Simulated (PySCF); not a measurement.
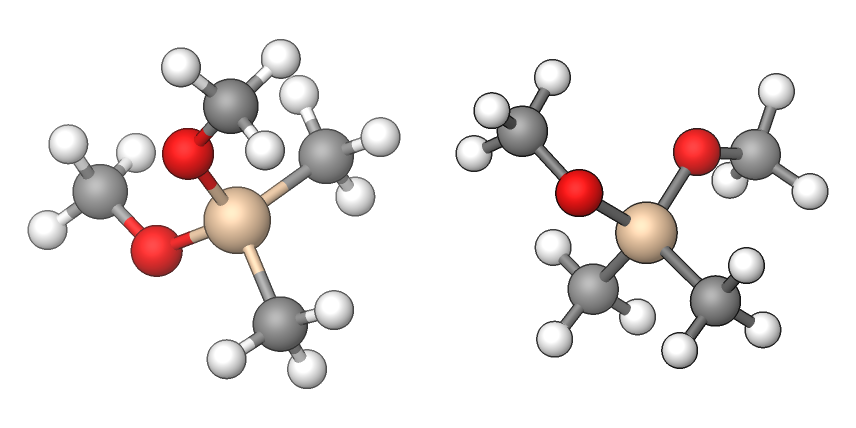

Both panels show the same species. Colours: carbon grey, oxygen red, silicon light orange, hydrogen white.

Question: What is the molecular formula?

Answer: C₄H₁₂O₂Si, 19 atoms: 4 carbon, 12 hydrogen, 2 oxygen and 1 silicon.

Question: Which point group does it belong to?

Answer: C1.

The parts below concern this one geometry. Atoms keep their numbers from picture to picture. The geometry was computed by an optimisation with PBE0-D3(BJ)/def2-SVP. No frequency run is at hand to confirm it as a minimum.

**Geometry**

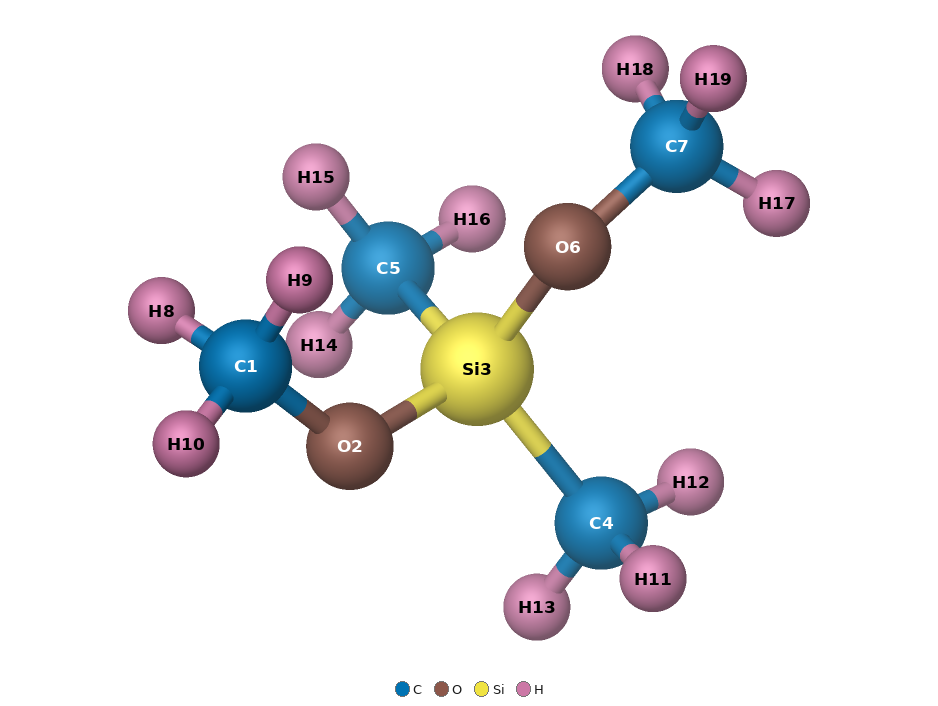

The atoms are numbered. No frequency run is at hand to confirm it as a minimum.

Give the bond lengths. Leave out bonds to hydrogen.

```
  bond  length (Å)   order
 C1–O2       1.399  single
O2–Si3       1.658  single
Si3–C4       1.859  single
Si3–C5       1.871  single
Si3–O6       1.671  single
 O6–C7       1.394  single
```

**Electronic properties**

No frequency run is at hand to confirm it as a minimum. Properties computed with ωB97X-D/def2-SVPD in methanol (IEF-PCM) (PySCF 2.14.0). Excitations: vertical, linear response.

What does the calculation give?

- dipole moment: 2.30 D
- HOMO energy (Kohn–Sham orbital): −9.57 eV
- LUMO energy (Kohn–Sham orbital): 2.14 eV
- HOMO–LUMO gap: 11.71 eV
- mean static polarisability: 105.6 bohr³
- lowest vertical singlet excitation: 7.67 eV
- its oscillator strength: 0.019
- brightest of the 6 lowest singlets: 8.49 eV
- its oscillator strength: 0.04

**NMR shielding**

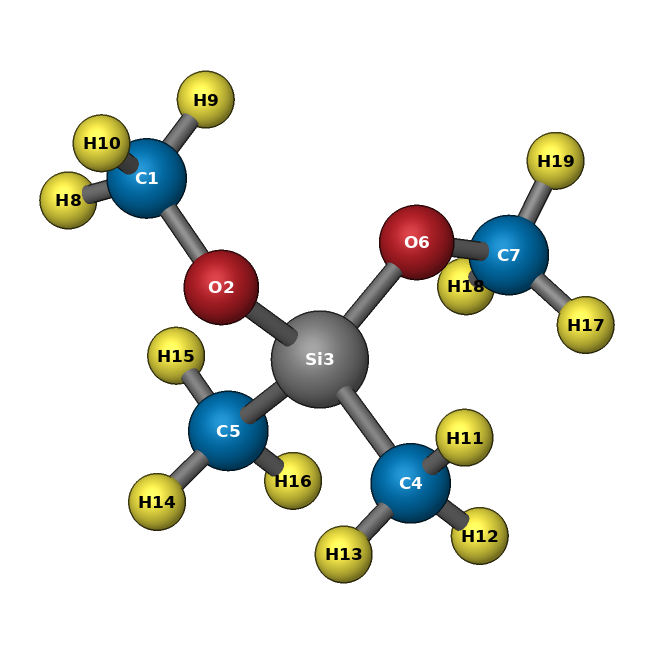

No frequency run is at hand to confirm it as a minimum. Method: GIAO ωB97X-D/pcSseg-1 NMR shielding, non-relativistic, IEF-PCM chloroform (PySCF 2.14.0). Principal shieldings σ11 ≤ σ22 ≤ σ33, span Ω = σ33 − σ11, skew κ = 3(σiso − σ22)/Ω.

Give the shielding tensors of the Si atoms.

| atom | σ11 | σ22 | σ33 | σiso | Ω | κ |
| --- | --- | --- | --- | --- | --- | --- |
| Si3 | 317.5 | 345.6 | 375.9 | 346.3 | 58.4 | 0.04 |

Shieldings and span in ppm.

**Quadrupole coupling**

No frequency run is at hand to confirm it as a minimum. Electric field gradients from the ground-state density, PBE0/pcSseg-1 in chloroform (IEF-PCM) (PySCF 2.14.0), non-relativistic apart from any core potentials.

Give the largest field-gradient component, the quadrupole coupling constant and the asymmetry for 17O at O2 (Q = −25.6 mb), 17O at O6 (Q = −25.6 mb), 2H at H8 (Q = 2.86 mb), 2H at H9 (Q = 2.86 mb), 2H at H10 (Q = 2.86 mb), 2H at H11 (Q = 2.86 mb).

```
atom  V_zz (a.u.)  e²qQ/h (MHz)     η
  O2        1.727        −10.39  0.41
  O6        1.755        −10.56  0.43
  H8        0.274         0.184  0.09
  H9        0.275         0.185  0.07
 H10        0.284         0.191  0.07
 H11        0.300         0.201  0.02
```
